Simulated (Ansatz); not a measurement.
Take GaN in the zinc blende structure (space group F-43m, No. 216; a = 4.455 Å) as the base. Axes: x, y, z lie along the cube axes.

The change: the cell is stretched by 2.50 % along z with no lateral relaxation; the atoms relax in the strained cell.

Calculations: LDA in Ansatz (plane waves to 420 eV, PAW, no spin-orbit coupling).

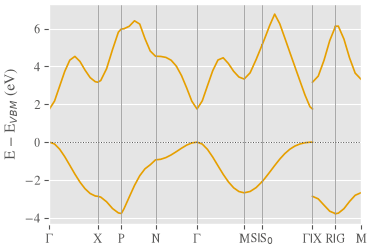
Highest valence and lowest conduction band along the path of the changed cell's own zone

Problem. From the figure, how large is the changed gap, and is it direct?

Solution. About 1.8 eV, direct at Γ.

Stability against distortions was not tested. This is not the structure that GaN has at room temperature and ambient pressure. Labels are those of the standard path for the cell's own space group.

Ansatz is a program for electronic structure.
